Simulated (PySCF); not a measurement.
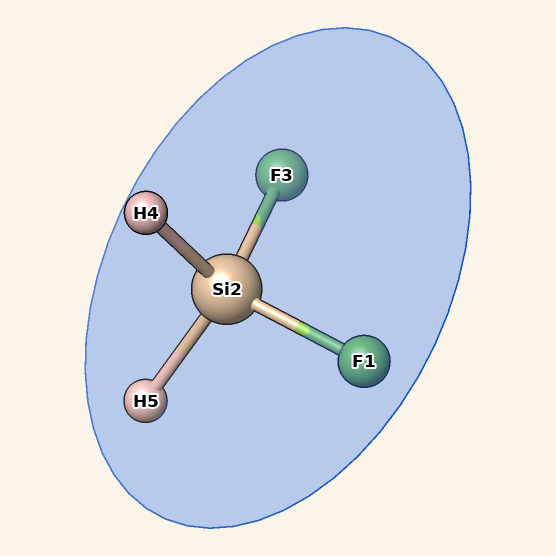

A disc through the centre of mass is drawn in. Depth is shown by fading: the farther an atom, the more it takes the colour of the background. The geometry was computed by an optimisation with PBE0-D3(BJ)/def2-SVP. No frequency run is at hand to confirm it as a minimum.

Question: Is the plane of the disc a mirror plane of the structure?

Answer: No. The point group is C2v, with 1 C2 axis and 2 mirror planes, and this plane isn't one of its mirror planes.
